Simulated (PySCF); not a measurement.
# InCl2O (SMILES [O][In]([Cl])[Cl]): levels of theory compared

Wanted: a comparison of 6 runs (U-r2SCAN/def2-SVPD, U-wB97X/def2-SVPD, UBHLYP/def2-SVPD, UBLYP/def2-SVPD, UM06-2X/def2-SVPD, USCS-MP2/def2-SVPD) of InCl2O. The job is set up through a Python script.

The calculation is run with PySCF 2.14.0.

1 further run of the same task is left out (set aside as unsound or not needed). Runs told in other sessions of the task aren't counted.

### 1 Starting point

The species is InCl2O (4 atoms), meant as a doublet with charge 0. SMILES: `[O][In]([Cl])[Cl]`. Geometry: relaxed at PBE0-D4/def2-TZVP.

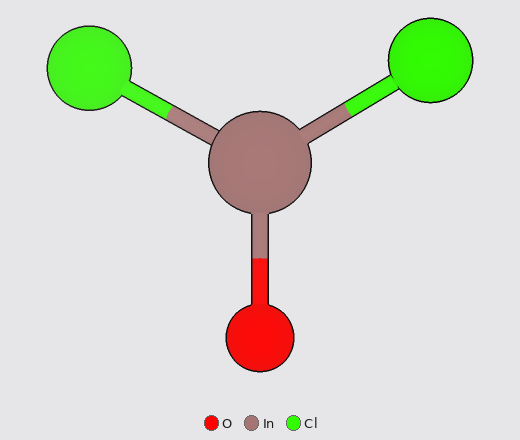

Viewed from a chosen angle; oxygen red, indium brown, chlorine green.

### 2 The energy at U-r2SCAN/def2-SVPD (core potential) (run 1)

The input, run.py:

```python
# [O][In]([Cl])[Cl]
from pyscf import gto, dft

mol = gto.M(
    atom='''
O      1.145741     1.916182     3.151307
In     0.059904     0.030236     0.085794
Cl     1.401421    -4.053463    -0.469030
Cl    -2.502186     1.993094    -2.806621
''',
    unit='bohr',
    verbose=4,
    spin=1,
    ecp={'In': 'def2-svp'},
    basis='def2-svpd',
    max_memory=1860,
)

mf = dft.UKS(mol)
mf.xc = 'r2scan'
mf.grids.level = 5
mf.conv_tol = 1e-10
mf.kernel()
if not mf.converged:
    mf = mf.newton().run(mf.mo_coeff, mf.mo_occ)

etot = mf.e_tot
print('Final energy', etot)
```

Started as:

```console
$ OMP_NUM_THREADS=1 python run.py
```

The log of the run:

```text
<dir> SyntaxWarning: invalid escape sequence '\W'
  S = {(paw_set(r)[0], bool(re.search(r"spin_orbit\W+true|paw_fr", str((r.get("files") or {}).get("input") or "")) or re.search("(?i)spin.orbit\W+(value\W+)?(true|yes)|value\W+spin-orbit", json.dumps(r.get("inputs"), default=str)))) for r in records}

PySCF version 2.14.0

[... 56 lines left out ...]
WARN: HOMO -0.655373715881533 >= LUMO -0.655373715881537
[... 62 lines left out ...]
converged SCF energy = -1185.42774465623  <S^2> = 0.75765558  2S+1 = 2.007641
Final energy -1185.4277446562305
```

Run time: 1.7 min. Hardware: 1 thread of Arm Neoverse V1, shared host; peak memory 0.62 GiB.

### 3 A single-point energy at U-wB97X/def2-SVPD (core potential) (run 2)

The input, job.py:

```python
from pyscf import gto, dft

mol = gto.M(
    atom='''
O        0.606300       1.014000       1.667600
In       0.031700       0.016000       0.045400
Cl       0.741600      -2.145000      -0.248200
Cl      -1.324100       1.054700      -1.485200
''',
    spin=1,
    max_memory=1860,
    verbose=3,
    basis='def2-svpd',
    ecp={'In': 'def2-svp'},
)

mf = dft.UKS(mol)
mf.xc = 'wb97x'
mf.conv_tol = 1e-10
mf.grids.level = 5
mf.kernel()
if not mf.converged:
    mf = mf.newton().run(mf.mo_coeff, mf.mo_occ)

energy = mf.e_tot
print(f'total energy: {energy:.8f} hartree')
```

Started as:

```console
$ OMP_NUM_THREADS=1 python job.py
```

The log of the run:

```text
<dir> SyntaxWarning: invalid escape sequence '\W'
  S = {(paw_set(r)[0], bool(re.search(r"spin_orbit\W+true|paw_fr", str((r.get("files") or {}).get("input") or "")) or re.search("(?i)spin.orbit\W+(value\W+)?(true|yes)|value\W+spin-orbit", json.dumps(r.get("inputs"), default=str)))) for r in records}

converged SCF energy = -1185.46508949001  <S^2> = 0.75645921  2S+1 = 2.0064488
total energy: -1185.46508949 hartree
```

Run time: 77 s. Hardware: 1 thread of Arm Neoverse V1, shared host; peak memory 0.59 GiB.

### 4 The energy at UBHLYP/def2-SVPD (core potential) (run 3)

The input, input.py:

```python
from pyscf import gto, dft

mol = gto.M(
    atom='''
O      1.145741     1.916182     3.151307
In     0.059904     0.030236     0.085794
Cl     1.401421    -4.053463    -0.469030
Cl    -2.502186     1.993094    -2.806621
''',
    max_memory=1860,
    charge=0,
    ecp={'In': 'def2-svp'},
    unit='bohr',
    spin=1,
    basis='def2-svpd',
    verbose=3,
)

mf = dft.UKS(mol, xc='bhandhlyp')
mf.conv_tol = 1e-10
mf.grids.level = 5
mf.kernel()
if not mf.converged:
    mf = mf.newton().run(mf.mo_coeff, mf.mo_occ)

e_final = mf.e_tot
print(f'total energy: {e_final:.8f} hartree')
```

Started as:

```console
$ OMP_NUM_THREADS=1 python input.py
```

The log of the run:

```text
<dir> SyntaxWarning: invalid escape sequence '\W'
  S = {(paw_set(r)[0], bool(re.search(r"spin_orbit\W+true|paw_fr", str((r.get("files") or {}).get("input") or "")) or re.search("(?i)spin.orbit\W+(value\W+)?(true|yes)|value\W+spin-orbit", json.dumps(r.get("inputs"), default=str)))) for r in records}

WARN: HOMO -0.70763065378744 >= LUMO -0.707630653787443

converged SCF energy = -1185.34091604268  <S^2> = 0.75697286  2S+1 = 2.0069607
total energy: -1185.34091604 hartree
```

Wall time 53 s (1 thread of Arm Neoverse V1, shared host); peak memory 0.59 GiB.

Runs 4 to 5 aren't shown in full; the table further down has their settings and results.

### 5 A single-point energy at USCS-MP2/def2-SVPD (core potential) (run 6)

The input, run.py:

```python
from pyscf import gto, mp

molecule = gto.M(
    atom='O 0.606300 1.014000 1.667600; In 0.031700 0.016000 0.045400; Cl 0.741600 -2.145000 -0.248200; Cl -1.324100 1.054700 -1.485200',
    basis='def2-svpd',
    charge=0,
    spin=1,
    verbose=4,
    max_memory=1860,
    ecp={'In': 'def2-svp'},
)

mf = molecule.UHF()
mf.conv_tol = 1e-10
mf.kernel()
if not mf.converged:
    mf = mf.newton().run(mf.mo_coeff, mf.mo_occ)

pt = mp.MP2(mf, frozen=15).run()
e_final = mf.e_tot + 1.2 * pt.e_corr_os + pt.e_corr_ss / 3
print(f'total energy: {e_final:.8f} hartree')
```

Started as:

```console
$ OMP_NUM_THREADS=1 python run.py
```

The log of the run:

```text
<dir> SyntaxWarning: invalid escape sequence '\W'
  S = {(paw_set(r)[0], bool(re.search(r"spin_orbit\W+true|paw_fr", str((r.get("files") or {}).get("input") or "")) or re.search("(?i)spin.orbit\W+(value\W+)?(true|yes)|value\W+spin-orbit", json.dumps(r.get("inputs"), default=str)))) for r in records}

PySCF version 2.14.0

[... 104 lines left out ...]
converged SCF energy = -1182.80382867284  <S^2> = 0.76388551  2S+1 = 2.0138376
[... 1 line left out ...]
******** <class 'pyscf.mp.ump2.UMP2'> ********
nocc = (np.int64(17), np.int64(16)), nmo = (94, 94)
frozen orbitals 15
E(UMP2) = -1183.32184554194  E_corr = -0.5180168690955
E(SCS-UMP2) = -1183.30185389164  E_corr = -0.498025218794147
E_corr(same-spin) = -0.142609643215907
E_corr(oppo-spin) = -0.375407225879593
total energy: -1183.30185389 hartree
```

It took 7.5 s on 1 thread of Arm Neoverse V1, shared host; peak memory 0.34 GiB.

### 6 All runs side by side

```tsv
run	level	integration grid	frozen core orbitals	energy (Eh)	dipole moment (D) of the reference	HOMO energy (eV)	LUMO energy (eV)	wall time
1	U-r2SCAN/def2-SVPD (core potential)	5	–	-1185.427745	0.25	-8.01	-5.82	1.7 min
2	U-wB97X/def2-SVPD (core potential)	5	–	-1185.465089	0.30	-11.84	-2.37	77 s
3	UBHLYP/def2-SVPD (core potential)	5	–	-1185.340916	0.41	-10.78	-2.85	53 s
4	UBLYP/def2-SVPD (core potential)	5	–	-1185.388893	0.39	-7.55	-6.69	47 s
5	UM06-2X/def2-SVPD (core potential)	5	–	-1185.331882	0.36	-10.86	-3.26	2.6 min
6	USCS-MP2/def2-SVPD (core potential)	–	15	-1183.301854	0.44	-12.79	0.06	7.5 s
```

### 7 Summary of results

```
                                                         quantity           value
                                              run 6: total energy  -1183.30185 Eh
                      run 6: dipole moment (Hartree–Fock density)          0.44 D
run 6: HOMO energy (Hartree–Fock orbitals) (highest over α and β)       -12.79 eV
 run 6: LUMO energy (Hartree–Fock orbitals) (lowest over α and β)         0.06 eV
              run 6: correlation energy (15 core orbitals frozen)      -498.0 mEh
                         run 6: ⟨S²⟩ of the reference determinant           0.764
```

What this shows: Over runs 1, 2, 3, 4, 5 the dipole moment (its size) runs from 0.25 D (U-r2SCAN/def2-SVPD) to 0.41 D (UBHLYP/def2-SVPD). Totals of different functionals can't be ranked against each other. All runs together took 7.3 min, the longest 2.6 min.
